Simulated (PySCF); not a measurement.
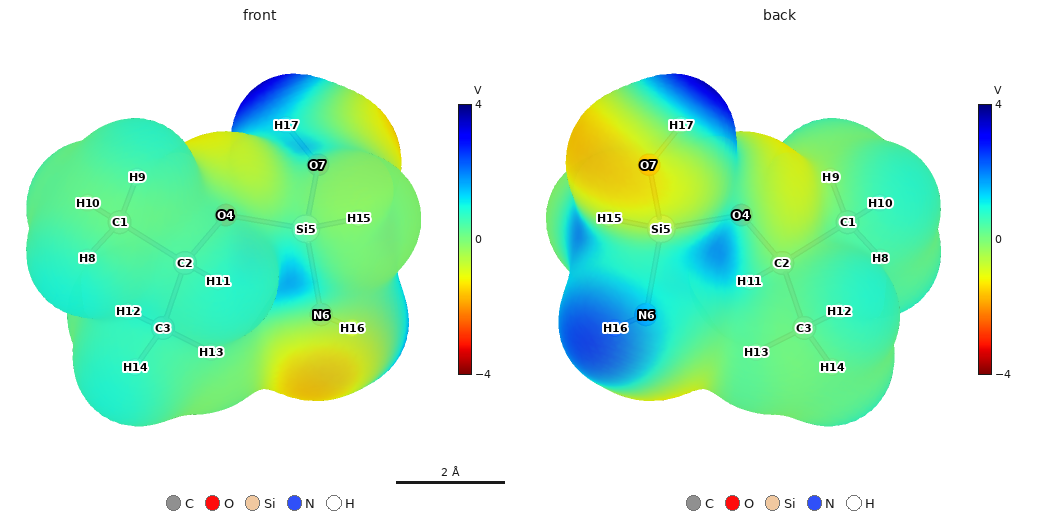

*C$_{3}$H$_{10}$NO$_{2}$Si (doublet). The electrostatic potential painted on the density surface at 0.004 e/bohr³, seen from the front and from behind; red is negative and blue positive.*

Geometry: GFN2-xTB.

Level of theory: UKS B3LYP, pcH-1 on C H N O Si, non-relativistic, mean-field spin-orbit, GIAO (PySCF).

| atom | x (Å) | y (Å) | z (Å) |
| --- | --- | --- | --- |
| C | -1.8016 | 1.2972 | 0.3998 |
| C | -0.7817 | 0.1608 | 0.4652 |
| C | -1.2148 | -1.0321 | -0.3770 |
| O | 0.4483 | 0.6599 | 0.0191 |
| Si | 1.8913 | -0.0850 | 0.0979 |
| N | 1.8080 | -1.7581 | -0.0955 |
| O | 2.8667 | 0.7798 | -0.8741 |
| H | -2.7675 | 0.9512 | 0.7560 |
| H | -1.4729 | 2.1304 | 1.0154 |
| H | -1.9006 | 1.6405 | -0.6268 |
| H | -0.6702 | -0.1625 | 1.5101 |
| H | -1.3811 | -0.7217 | -1.4059 |
| H | -0.4143 | -1.7726 | -0.3641 |
| H | -2.1258 | -1.4700 | 0.0203 |
| H | 2.4052 | 0.0483 | 1.4809 |
| H | 2.5236 | -2.2933 | -0.5597 |
| H | 2.5803 | 1.6393 | -1.1726 |

Q: Which sites attract a positive test charge, and which a negative one?

A: A positive charge is drawn to the negative regions and a negative charge to the positive ones. The most negative region (about −1.6 V) lies over N6 and O7, the most positive (about +3.3 V) over H17.
